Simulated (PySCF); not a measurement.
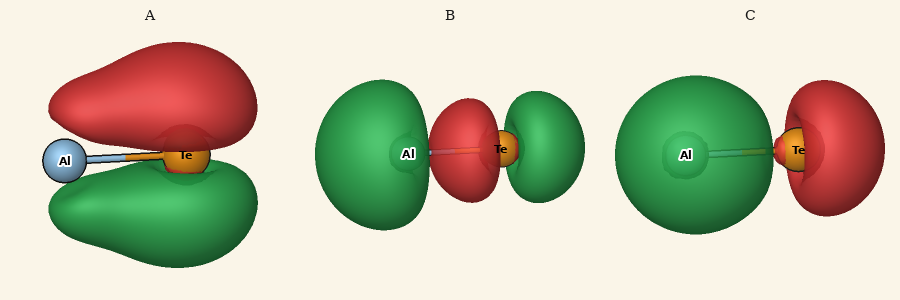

Figure 1: AlTe (doublet). Three frontier β-spin orbitals, each drawn at the value that holds 80 % of its norm (green and red are the two phases), in no order; of a degenerate pair one member is drawn.

Core potentials replace the inner electrons of Te.

The calculation used PBE0/def2-SVP, non-relativistic Hamiltonian with scalar-relativistic core potentials where named, at a bond length of 2.380 Å (PySCF 2.14.0).

Q: Label each orbital by symmetry, say whether it is occupied, and order them by energy.

A: Orbital C: σ, occupied in this spin, −9.28 eV; shared between the atoms (Al 55 %, Te 45 %).
Orbital A: π, occupied in this spin, −6.40 eV; mainly on Te (80 %).
Orbital B: σ, empty in this spin, −4.21 eV; shared between the atoms (Al 65 %, Te 35 %).
